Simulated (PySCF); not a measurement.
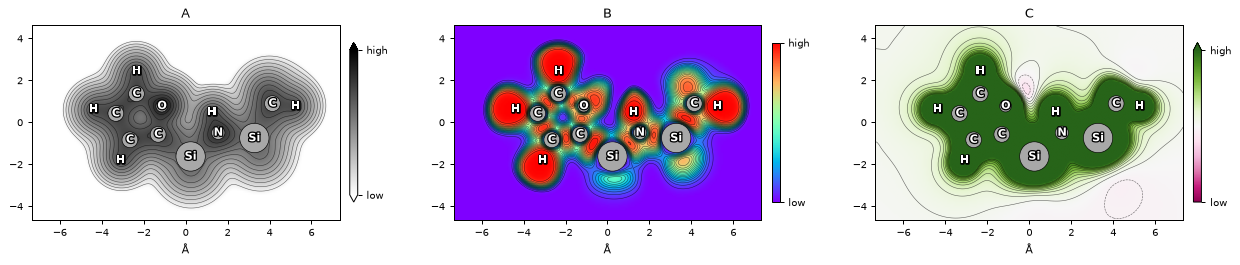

C5H11NOSi2 (SMILES C[SiH2]N[SiH2]c1ccco1): 3 fields on the plane of atoms N3, Si4 and C5, with unlabelled colour scales. Grey discs cover the atomic cores.

Geometry: PBE0-D3(BJ)/def2-SVP.

Method: PBE0/pcSseg-1, SCF density, gas phase, non-relativistic in PySCF 2.14.0.

> Which field does each panel show? The fields are: electron density, electron localisation function and electrostatic potential.

Panel A: electron density. Panel B: electron localisation function. Panel C: electrostatic potential (strongly positive close to the atoms and fading to about zero outside). From the grid: C–O (1.34 Å): ρ at the midpoint is about 2.4 e/Å³, with its minimum of 2 e/Å³ about 0.5 Å from C; the ELF peaks at about 0.90 between the atoms: a shared but strongly polarised pair. C–C (1.36 Å): ρ at the midpoint is about 2.2 e/Å³; the ELF peaks at about 0.95 between the atoms, as expected for localised, covalent bonding.
